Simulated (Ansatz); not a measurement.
## Geometry relaxation, with input and output: WH2Cl3F3 (part 1 of 2)

The run: geometry relaxation of WH2Cl3F3. Method and program: RKS BHLYP-D4/def2-SVP (Ansatz 0.2.0).

It belongs to a series of runs on one base structure; here: end point A relaxed. Figures and captions count atoms from 1; the log counts them from 0 in places.

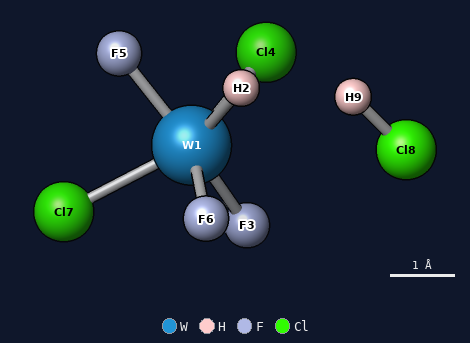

**Figure 1.** The structure as given in the input (ball-and-stick view, seen at a tilt; atoms are numbered from 1 in the order of the input). Sticks mark near contacts.

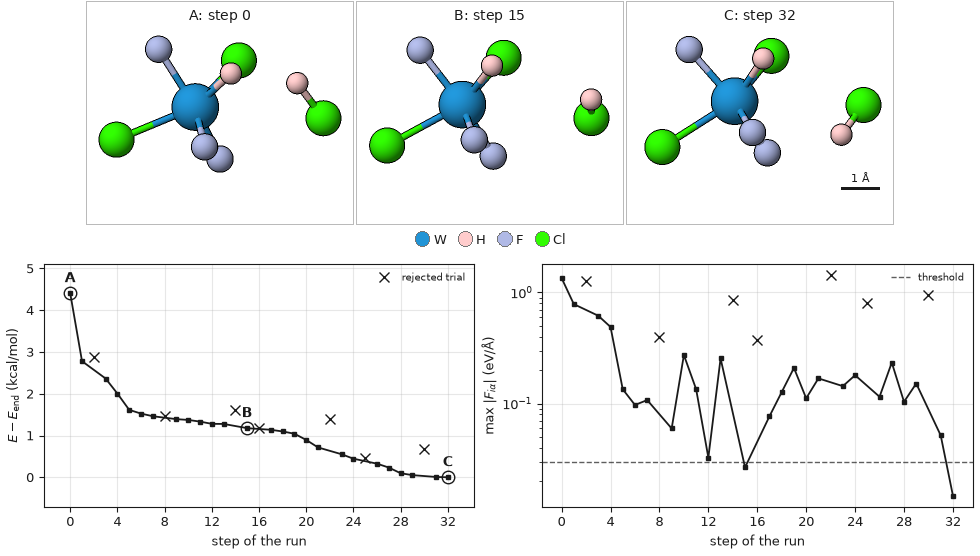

**Figure 2.** Frames of the relaxation (ball-and-stick view, seen at a tilt) above the curves, on which the letters mark them (the first geometry is step 0 here and step 1 in the log).

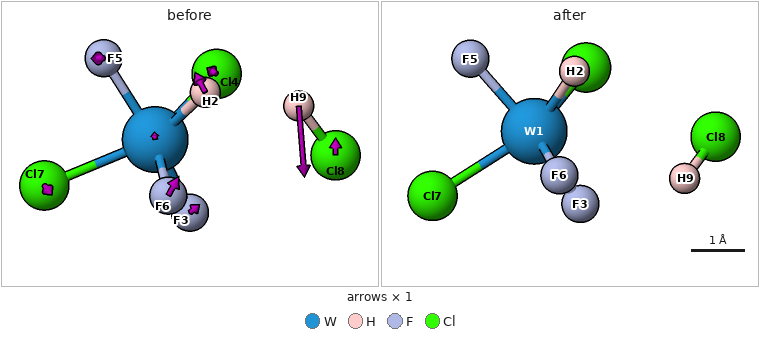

**Figure 3.** Before (left) and after (right) the relaxation, at one scale (ball-and-stick view, seen at a tilt). The pink arrows give the displacements, at true length. Over 32 geometry steps the energy falls by 4.41 kcal/mol. Largest force component: 1.3 eV/Å at the start, 0.015 eV/Å at the end. The line search rejected the trial steps at points 2, 8, 14, 16, 22, 25, 30 (counted from 0) and went back. The atom that moves furthest after the best rigid fit is H9 (1.41 Å). By element the largest moves are H 1.41 Å, F 0.45 Å, Cl 0.36 Å, W 0.16 Å. Among the contacts that change: Cl8–H9 1.326 → 1.281 Å, W1–H2 1.705 → 1.667 Å, W1–F6 1.846 → 1.857 Å, W1–Cl7 2.302 → 2.307 Å. Among the angles that change: F5–W1–F6 117.7° → 121.2°, Cl4–W1–Cl7 130.0° → 133.2°, Cl4–W1–F6 141.0° → 138.3°. (Atoms are counted from 1 in the order of the input.)

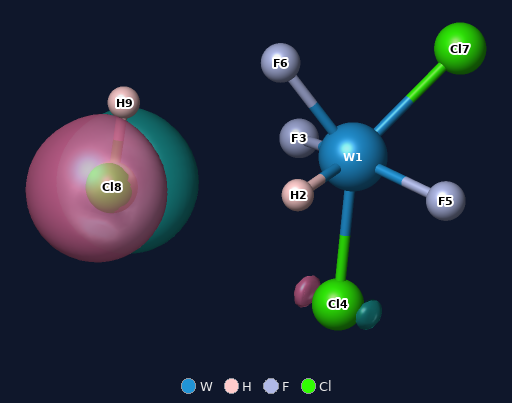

**Figure 4.** One frontier orbital at ±0.15 Å⁻³ᐟ² (teal and pink are the two phases), seen face on. The HOMO−1, at −10.91 eV.

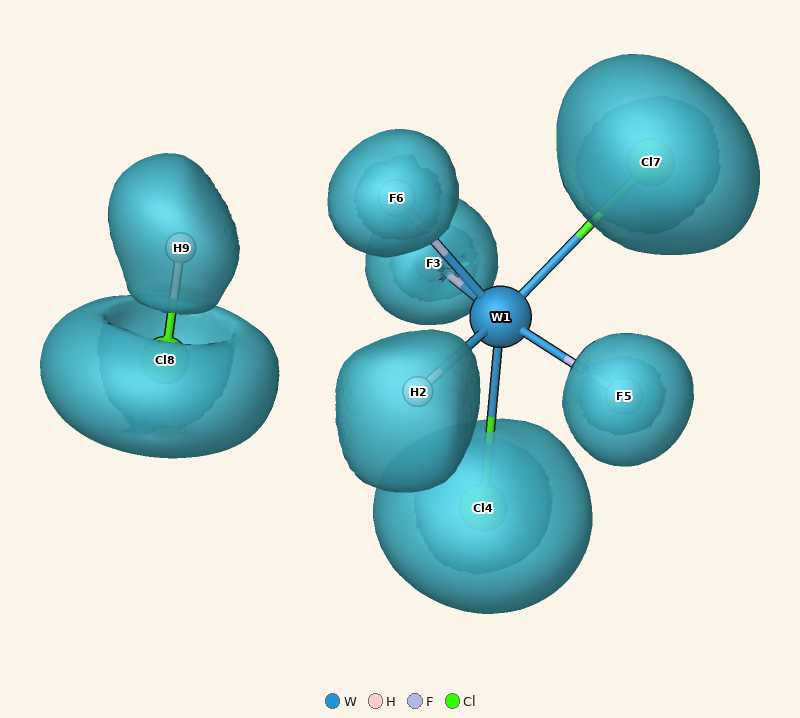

**Figure 5.** Isosurface of the electron localisation function at 0.8 (cyan), seen face on. Core shells and regions of very low density are left out. W–F (1.85 Å): the ELF peaks at about 0.85 in the valence shell of F, 0.5 Å from its nucleus, and drops to about 0.25 between the two atoms.

These pictures come from the run below.

### The input
```yaml
crystal:
  periodic: [false, false, false]
  atoms:
    - { symbol: W, position_ang: [-0.045407, 0.160893, -0.35815] }
    - { symbol: H, position_ang: [-0.282255, 0.308604, 1.323682] }
    - { symbol: F, position_ang: [1.550266, 0.573151, -1.180299] }
    - { symbol: Cl, position_ang: [-0.228412, 2.428979, -0.201707] }
    - { symbol: F, position_ang: [-1.893905, 0.205531, -0.207929] }
    - { symbol: F, position_ang: [0.84294, -1.262841, 0.411634] }
    - { symbol: Cl, position_ang: [-0.593372, -1.250521, -2.091551] }
    - { symbol: Cl, position_ang: [2.177599, 1.163286, 2.276892] }
    - { symbol: H, position_ang: [0.953644, 0.797516, 2.631529] }
basis:
  gaussian: { orbitals: def2-SVP }
hamiltonian:
  xc: { name: BHLYP }
  dispersion: d4
relax:
  f_tol: 0.03
  max_steps: 50
output:
  orbitals: {}
```

Launch command:
```bash
ansatz run input.yaml --threads 4 --pin off --max-ram 5120MiB --backend cpu --events-out ev --progress --plain --runs-dir out
```

### Output
```
The last accepted step is kept in [file] (removed where the run ends without a failure and the disk answers)
Engine: ansatz 0.2.0, x86_64-unknown-linux-gnu
Functional definition: BHLYP
  parameter a = 0.5
  exchange = (1 - a)*b88_x + a*exact_x
  correlation = lyp_c
1398 factors; integrals over basis functions are off by at most 2.6e-4 eV
mean field evaluation 1: about -47546.1107 eV, gradient 6.9e1 eV
mean field evaluation 2: about -47502.7494 eV, gradient 1.7e2 eV
mean field evaluation 4: about -47555.7652 eV, gradient 5.7e0 eV
mean field evaluation 8: about -47556.0485 eV, gradient 3.1e-1 eV
mean field evaluation 16: about -47556.0488 eV, gradient 8.8e-4 eV
mean field -47556.04884678 eV, -1747.6525604714 hartree, gradient 5.3e-5 eV, S^2 0.000000; 0 other end points of the search recorded, 0 dependent functions left out
the calculation of the forces begins
reference -47556.04906907 eV, -1747.6525686405 hartree; 47, 47 occupied and 91, 91 virtual orbitals, 1398 factors
relax step   1: F+E_penalty+E_count = -47556.50200570 eV  Δ(F+E_penalty+E_count) = +0.000e0 eV  max|allowed force component| = 1.348e0 eV/Å  Δτ_max = 0.0000 Å  (35 SCF iters, accepted)
these checks for a lower state are left out or cut short: starts, cluster_reference, orbital_swaps, neighbouring_geometries, increment
1398 factors; integrals over basis functions are off by at most 1.9e-4 eV
mean field -47556.12606506 eV, -1747.6553981911 hartree, gradient 3.3e-5 eV, S^2 0.000000; 0 other end points of the search recorded, 0 dependent functions left out
[... from here on the field's lines of each further geometry are left out, up to the last ...]
relax step   2: F+E_penalty+E_count = -47556.57255445 eV  Δ(F+E_penalty+E_count) = -7.055e-2 eV  max|allowed force component| = 7.852e-1 eV/Å  Δτ_max = 0.1977 Å  (38 SCF iters, accepted)
relax step   3: F+E_penalty+E_count = -47556.56783910 eV  Δ(F+E_penalty+E_count) = +4.715e-3 eV  max|allowed force component| = 1.280e0 eV/Å  Δτ_max = 0.1948 Å  (37 SCF iters, rejected (line search))
relax step   4: F+E_penalty+E_count = -47556.59055852 eV  Δ(F+E_penalty+E_count) = -1.800e-2 eV  max|allowed force component| = 6.172e-1 eV/Å  Δτ_max = 0.0974 Å  (40 SCF iters, accepted)
relax step   5: F+E_penalty+E_count = -47556.60618526 eV  Δ(F+E_penalty+E_count) = -1.563e-2 eV  max|allowed force component| = 4.895e-1 eV/Å  Δτ_max = 0.0973 Å  (39 SCF iters, accepted)
relax step   6: F+E_penalty+E_count = -47556.62311932 eV  Δ(F+E_penalty+E_count) = -1.693e-2 eV  max|allowed force component| = 1.345e-1 eV/Å  Δτ_max = 0.1500 Å  (38 SCF iters, accepted)
relax step   7: F+E_penalty+E_count = -47556.62695713 eV  Δ(F+E_penalty+E_count) = -3.838e-3 eV  max|allowed force component| = 9.716e-2 eV/Å  Δτ_max = 0.0770 Å  (40 SCF iters, accepted)
relax step   8: F+E_penalty+E_count = -47556.62970787 eV  Δ(F+E_penalty+E_count) = -2.751e-3 eV  max|allowed force component| = 1.075e-1 eV/Å  Δτ_max = 0.0684 Å  (40 SCF iters, accepted)
relax step   9: F+E_penalty+E_count = -47556.62912668 eV  Δ(F+E_penalty+E_count) = +5.812e-4 eV  max|allowed force component| = 4.003e-1 eV/Å  Δτ_max = 0.1346 Å  (38 SCF iters, rejected (line search))
relax step  10: F+E_penalty+E_count = -47556.63274966 eV  Δ(F+E_penalty+E_count) = -3.042e-3 eV  max|allowed force component| = 5.971e-2 eV/Å  Δτ_max = 0.0673 Å  (40 SCF iters, accepted)
relax step  11: F+E_penalty+E_count = -47556.63356204 eV  Δ(F+E_penalty+E_count) = -8.124e-4 eV  max|allowed force component| = 2.734e-1 eV/Å  Δτ_max = 0.0975 Å  (40 SCF iters, accepted)
relax step  12: F+E_penalty+E_count = -47556.63529463 eV  Δ(F+E_penalty+E_count) = -1.733e-3 eV  max|allowed force component| = 1.349e-1 eV/Å  Δτ_max = 0.0462 Å  (40 SCF iters, accepted)
relax step  13: F+E_penalty+E_count = -47556.63761720 eV  Δ(F+E_penalty+E_count) = -2.323e-3 eV  max|allowed force component| = 3.264e-2 eV/Å  Δτ_max = 0.0922 Å  (39 SCF iters, accepted)
relax step  14: F+E_penalty+E_count = -47556.63771012 eV  Δ(F+E_penalty+E_count) = -9.292e-5 eV  max|allowed force component| = 2.549e-1 eV/Å  Δτ_max = 0.0727 Å  (38 SCF iters, accepted)
relax step  15: F+E_penalty+E_count = -47556.62304834 eV  Δ(F+E_penalty+E_count) = +1.466e-2 eV  max|allowed force component| = 8.597e-1 eV/Å  Δτ_max = 0.1630 Å  (39 SCF iters, rejected (line search))
relax step  16: F+E_penalty+E_count = -47556.64211414 eV  Δ(F+E_penalty+E_count) = -4.404e-3 eV  max|allowed force component| = 2.666e-2 eV/Å  Δτ_max = 0.0812 Å  (40 SCF iters, accepted)
relax step  17: F+E_penalty+E_count = -47556.64198973 eV  Δ(F+E_penalty+E_count) = +1.244e-4 eV  max|allowed force component| = 3.712e-1 eV/Å  Δτ_max = 0.0985 Å  (38 SCF iters, rejected (line search))
relax step  18: F+E_penalty+E_count = -47556.64379306 eV  Δ(F+E_penalty+E_count) = -1.679e-3 eV  max|allowed force component| = 7.691e-2 eV/Å  Δτ_max = 0.0474 Å  (40 SCF iters, accepted)
relax step  19: F+E_penalty+E_count = -47556.64552483 eV  Δ(F+E_penalty+E_count) = -1.732e-3 eV  max|allowed force component| = 1.270e-1 eV/Å  Δτ_max = 0.0495 Å  (39 SCF iters, accepted)
relax step  20: F+E_penalty+E_count = -47556.64787273 eV  Δ(F+E_penalty+E_count) = -2.348e-3 eV  max|allowed force component| = 2.093e-1 eV/Å  Δτ_max = 0.0748 Å  (39 SCF iters, accepted)
relax step  21: F+E_penalty+E_count = -47556.65430924 eV  Δ(F+E_penalty+E_count) = -6.437e-3 eV  max|allowed force component| = 1.115e-1 eV/Å  Δτ_max = 0.1125 Å  (40 SCF iters, accepted)
relax step  22: F+E_penalty+E_count = -47556.66210167 eV  Δ(F+E_penalty+E_count) = -7.792e-3 eV  max|allowed force component| = 1.685e-1 eV/Å  Δτ_max = 0.1687 Å  (39 SCF iters, accepted)
relax step  23: F+E_penalty+E_count = -47556.63282529 eV  Δ(F+E_penalty+E_count) = +2.928e-2 eV  max|allowed force component| = 1.441e0 eV/Å  Δτ_max = 0.1961 Å  (39 SCF iters, rejected (line search))
relax step  24: F+E_penalty+E_count = -47556.66919673 eV  Δ(F+E_penalty+E_count) = -7.095e-3 eV  max|allowed force component| = 1.435e-1 eV/Å  Δτ_max = 0.0981 Å  (39 SCF iters, accepted)
relax step  25: F+E_penalty+E_count = -47556.67380295 eV  Δ(F+E_penalty+E_count) = -4.606e-3 eV  max|allowed force component| = 1.799e-1 eV/Å  Δτ_max = 0.0971 Å  (40 SCF iters, accepted)
relax step  26: F+E_penalty+E_count = -47556.67258379 eV  Δ(F+E_penalty+E_count) = +1.219e-3 eV  max|allowed force component| = 8.014e-1 eV/Å  Δτ_max = 0.1437 Å  (38 SCF iters, rejected (line search))
relax step  27: F+E_penalty+E_count = -47556.67899408 eV  Δ(F+E_penalty+E_count) = -5.191e-3 eV  max|allowed force component| = 1.152e-1 eV/Å  Δτ_max = 0.0718 Å  (39 SCF iters, accepted)
relax step  28: F+E_penalty+E_count = -47556.68300593 eV  Δ(F+E_penalty+E_count) = -4.012e-3 eV  max|allowed force component| = 2.338e-1 eV/Å  Δτ_max = 0.0746 Å  (39 SCF iters, accepted)
relax step  29: F+E_penalty+E_count = -47556.68890977 eV  Δ(F+E_penalty+E_count) = -5.904e-3 eV  max|allowed force component| = 1.037e-1 eV/Å  Δτ_max = 0.1125 Å  (38 SCF iters, accepted)
relax step  30: F+E_penalty+E_count = -47556.69086490 eV  Δ(F+E_penalty+E_count) = -1.955e-3 eV  max|allowed force component| = 1.515e-1 eV/Å  Δτ_max = 0.1198 Å  (39 SCF iters, accepted)
relax step  31: F+E_penalty+E_count = -47556.66334502 eV  Δ(F+E_penalty+E_count) = +2.752e-2 eV  max|allowed force component| = 9.483e-1 eV/Å  Δτ_max = 0.0739 Å  (40 SCF iters, rejected (line search))
```
